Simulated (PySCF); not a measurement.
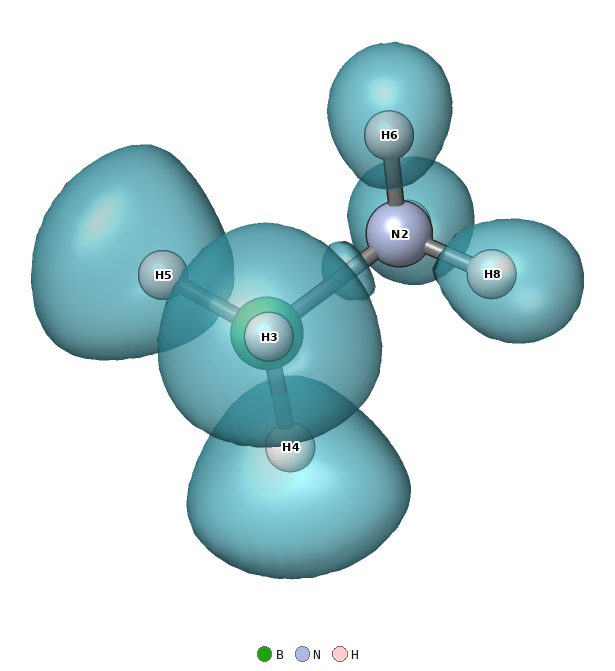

The picture shows: BH$_{6}$N (SMILES [BH3-][NH3+]). Isosurface of the ELF at 0.9 (cyan), seen at an oblique angle. Core shells and regions of very low density are left out.

Geometry: PBE0-D3(BJ)/ma-def2-SVP.

Method: DFT single point, gas phase, functional wB97X (PySCF 2.14.0, density-fitted response routines).

```xyz
8

B    -0.8256    0.1095   -0.0277
N     0.7980   -0.1009    0.0136
H    -1.2336   -0.6771   -0.8732
H    -0.9932    1.2825   -0.3379
H    -1.2152   -0.1517    1.1037
H     1.0379   -1.0596    0.2668
H     1.2320    0.5196    0.6972
H     1.2173    0.0953   -0.8955
```

> Where are the electrons localised?

The ELF exceeds this value in one region between bonded B–N atoms (shared pairs) and six regions around hydrogen nuclei.

Values along the shortest contacts:
B–N (1.64 Å): the ELF peaks at about 0.95 between the atoms; a polar covalent bond. N–H (1.02 Å): the ELF climbs to about 1 towards the hydrogen, as it does in any bond to H (a covalent bond by its length).
